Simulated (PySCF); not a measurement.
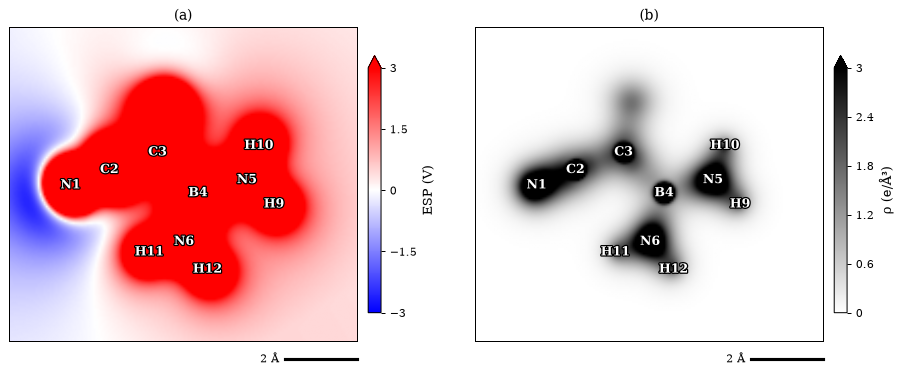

*C4H8BN3 (SMILES N#CC1(B(N)N)CC1). (a) molecular electrostatic potential; (b) electron density on the plane of atoms H9, N5 and H10.*

Geometry: GFN2-xTB.

Level of theory: PySCF, PBE0/pcSseg-1, SCF density, gas phase, non-relativistic.

```yaml
atoms:
  - { symbol: N, position_ang: [1.0181, -1.8989, -2.1497] }
  - { symbol: C, position_ang: [0.8135, -1.1480, -1.3067] }
  - { symbol: C, position_ang: [0.5183, -0.2246, -0.2700] }
  - { symbol: B, position_ang: [-1.0339, -0.0193, 0.0226] }
  - { symbol: N, position_ang: [-1.4458, 0.8688, 1.0263] }
  - { symbol: N, position_ang: [-1.9699, -0.7325, -0.7351] }
  - { symbol: C, position_ang: [1.5460, -0.1737, 0.8488] }
  - { symbol: C, position_ang: [1.5011, 0.9283, -0.1463] }
  - { symbol: H, position_ang: [-2.4111, 1.0281, 1.2512] }
  - { symbol: H, position_ang: [-0.8169, 1.3998, 1.5998] }
  - { symbol: H, position_ang: [-1.7072, -1.3747, -1.4611] }
  - { symbol: H, position_ang: [-2.9639, -0.6560, -0.6138] }
  - { symbol: H, position_ang: [1.1782, 0.0036, 1.8484] }
  - { symbol: H, position_ang: [2.3708, -0.8705, 0.8041] }
  - { symbol: H, position_ang: [1.1000, 1.8871, 0.1466] }
  - { symbol: H, position_ang: [2.2951, 0.9914, -0.8766] }
```

**Interpret the plot.**

The plane passes through N, C, B and H nuclei.
C–N (1.15 Å): ρ is about 3.5 e/Å³ halfway.
B–N (1.40 Å): the density is about 1.9 e/Å³ at the midpoint.
C–C (1.42 Å): the density is about 1.9 e/Å³ at the midpoint.
C–B (1.59 Å): ρ at the midpoint is about 1.3 e/Å³.
N–H (1.00 Å): the density is about 2.9 e/Å³ at the midpoint.
Outside the dense part of the molecule the potential is most negative (−2.5 V) near N1.
